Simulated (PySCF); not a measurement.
C₂H₇Al₂Cl₂F

```xyz
14

C    -2.4374   -0.1350    0.5695
C    -1.2517   -0.3458   -0.3918
Al    0.1820    0.6638    0.5349
Cl    1.5315   -0.6887    1.6726
Al    3.1593   -0.1734    0.3217
F     4.4906    0.4614    1.0525
Cl    1.9029    1.3416   -0.6502
H    -2.6305    0.9288    0.7080
H    -3.3502   -0.6032    0.2034
H    -2.2101   -0.5512    1.5513
H    -1.5406    0.0316   -1.3818
H    -1.1056   -1.4261   -0.5299
H    -0.0678    1.8106    1.5349
H     3.3268   -1.3149   -0.6572
```

Geometry: GFN2-xTB.

All numbers below come from PySCF 2.14.0, CAM-B3LYP/def2-SVPD, SCF density, gas phase.

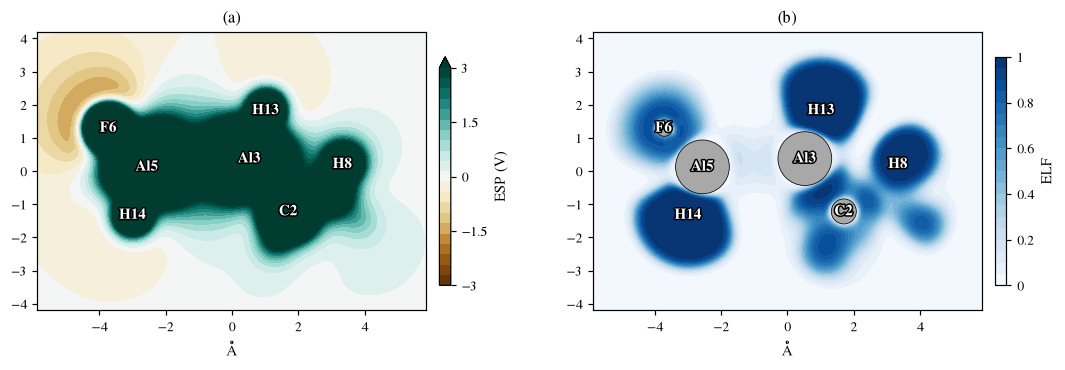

Figure 1. (a) molecular electrostatic potential; (b) electron localisation function on the plane of atoms F6, Al5 and H14. Grey discs cover the atomic cores in the ELF map.

Question: What do the fields say about this system?

Answer: Atoms in the plane: C, Al, F and H.
Al–F (1.65 Å): the ELF peaks at about 0.85 in the valence shell of F, 0.6 Å from its nucleus, and is about 0.30 at the midpoint.
C–Al (1.98 Å): the ELF peaks at about 0.95 between the atoms: a polar covalent bond.
Al–H (1.51 Å): the ELF climbs to about 1 towards the hydrogen.
The ELF also peaks beside F6, away from the bonds: lone-pair regions.
Outside the dense part of the molecule the potential is most negative (−1.5 V) near F6.

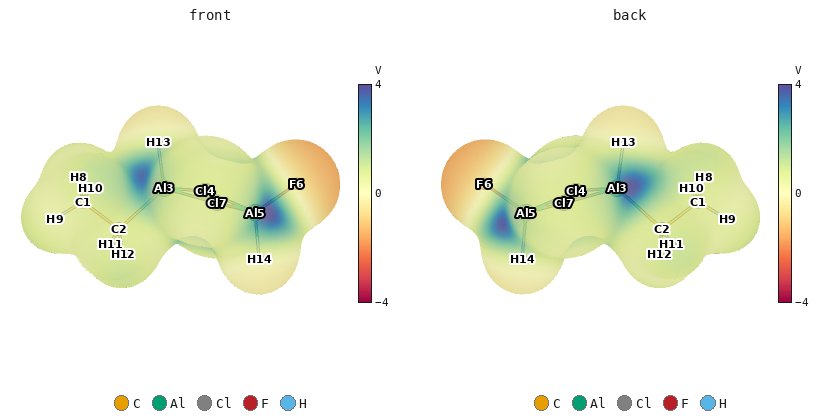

Figure 2. The electrostatic potential painted on the density surface at 0.004 e/bohr³, seen from the front and from behind; red is negative and blue positive.

Question: Which sites attract a positive test charge, and which a negative one?

Answer: A positive charge is drawn to the negative regions and a negative charge to the positive ones. The most negative region (about −1.5 V) lies over F6, the most positive (about +3.7 V) over Al3 and Al5.
